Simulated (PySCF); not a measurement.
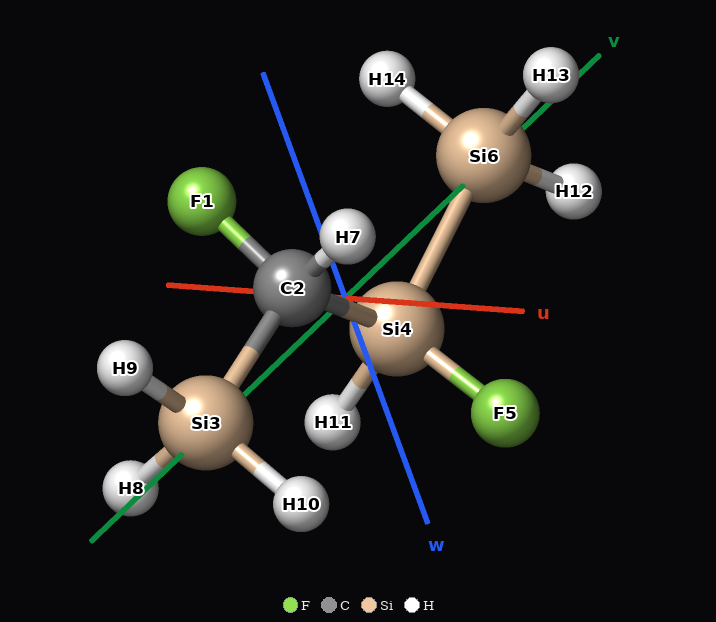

The lines u, v and w are the principal axes of the static dipole polarisability. The computed structure is the end point of a GFN2-xTB optimisation. No frequency run is at hand to confirm it as a minimum. Method: PBE0/def2-SVPD (PySCF 2.14.0).

Question: Along which axis is the molecule most polarisable, and along which least?

Answer: Most along v (close to the long direction Si3···Si6), least along u.

Question: Give the three principal values.

Answer: u 81.7, v 124.3, w 86.5 bohr³; mean 97.5, anisotropy 40.4 bohr³.

The geometry is semi-empirical. Around Si such bond lengths and angles can be off by a tenth of an ångström or more and by several degrees, and values that hang on the shape move with them.
